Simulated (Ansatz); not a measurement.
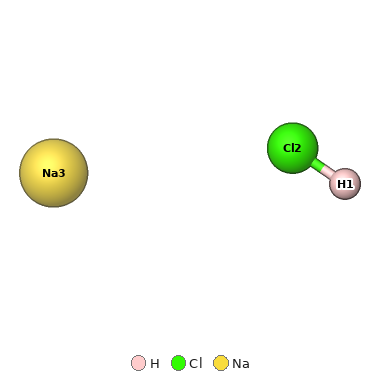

The system is H + ClNa, spin multiplicity 2; the picture shows the reference structure. The first coordinate is: distance H1–Cl2; the second: distance Cl2–Na3. Nothing is relaxed (the angle H1–Cl2–Na3 is fixed at 140 degrees). Grid: 10 × 10 points. Points are written as (first, second). Energies: kJ/mol, counted from H far from the relaxed ClNa (each part in its own basis). Energies and slopes of some neighbouring points disagree (a jump in structure or state, or too coarse a mesh). Computed with UHF/aug-cc-pVTZ (Ansatz 0.2.0).

Its coordinates:

```tsv
atom	x (Å)	y (Å)	z (Å)
H	-1.2020	0.0000	0.0000
Cl	0.0000	0.0000	0.0000
Na	3.4809	2.9208	0.0000
```

Range: distance H1–Cl2 from 1.064 to 3.464 Å; distance Cl2–Na3 from 2.144 to 4.544 Å.

> Predict the map.

The lowest grid point is at (1.202 Å, 4.544 Å), −19 kJ/mol from H far from the relaxed ClNa (each part in its own basis). It lies in a valley that leaves the map towards separated partners. The energy also falls towards the edge at (3.464 Å, 2.484 Å) (21 kJ/mol above the lowest), where a further well may lie outside the range. The highest grid point, (2.182 Å, 4.544 Å), lies 261 kJ/mol above the lowest.

```tsv
distance Cl2–Na3 ↓, distance H1–Cl2 →	1.064	1.202	1.404	1.639	1.900	2.182	2.481	2.795	3.123	3.464
4.544	77	−19	−2	103	213	242	231	226	224	223
4.203	79	−18	−1	103	211	215	204	198	196	195
3.875	81	−16	0	104	203	184	173	167	165	164
3.561	84	−13	3	105	171	151	138	132	130	129
3.262	88	−9	6	106	137	114	102	95	93	92
2.980	94	−4	11	107	102	78	65	58	55	54
2.719	104	6	19	105	73	47	33	26	23	22
2.484	122	24	36	95	55	28	14	7	3	2
2.282	155	56	68	104	60	32	17	10	6	5
2.144	196	97	108	130	85	56	41	33	30	28
```

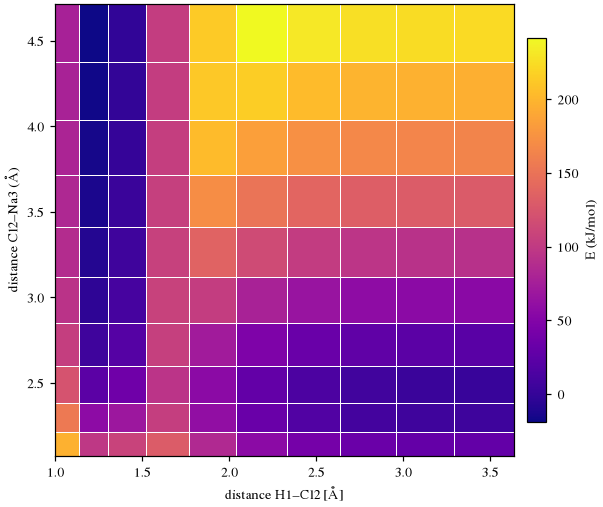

The picture shows one coloured cell a grid point.

Each point was launched as `ansatz run input.yaml --threads 1 --pin off --max-ram 2560MiB --backend cpu --events-out ev --progress --plain --runs-dir out`. Time for the 100 points that were run: 5.2 min on 1 thread of Arm Neoverse V2, with other jobs on the host.
